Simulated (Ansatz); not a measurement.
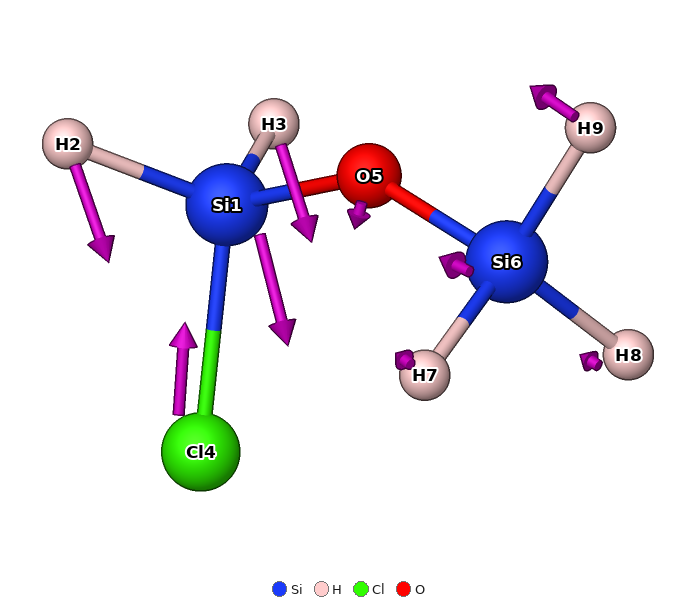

The arrows show one normal mode. Harmonic vibrations computed with RKS PBE0-D4/def2-TZVP (Ansatz 0.2.0) at a stationary point of the same level.

What kind of motion is it?

Answer. Mostly Cl–Si stretching.

Estimate its harmonic wavenumber.

Answer. 533 cm⁻¹; it is mode 5 of 21 counted from the lowest.
